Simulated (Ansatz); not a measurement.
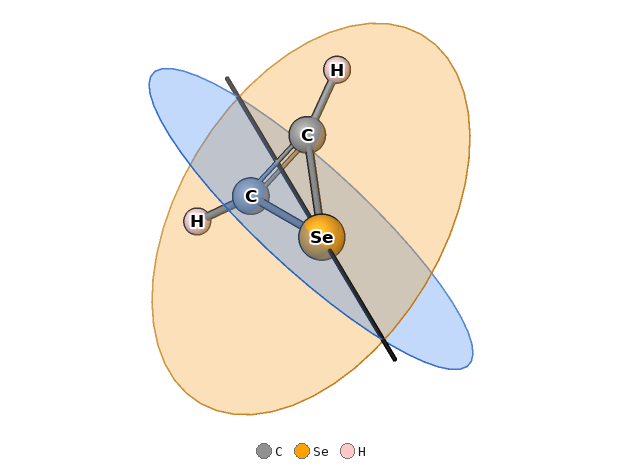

All proper rotation axes (lines) and mirror planes (discs) of the structure are drawn in. Depth is shown by fading: the farther an atom, the more it takes the colour of the background. The geometry was computed by an optimisation with PBE0-D4/def2-TZVP. No frequency run is at hand to confirm it as a minimum.

> Name the symmetry elements and the point group.

It has 1 C2 axis and 2 mirror planes. Point group C2v. The group has 4 operations. The geometry is achiral, and symmetry allows a dipole moment.
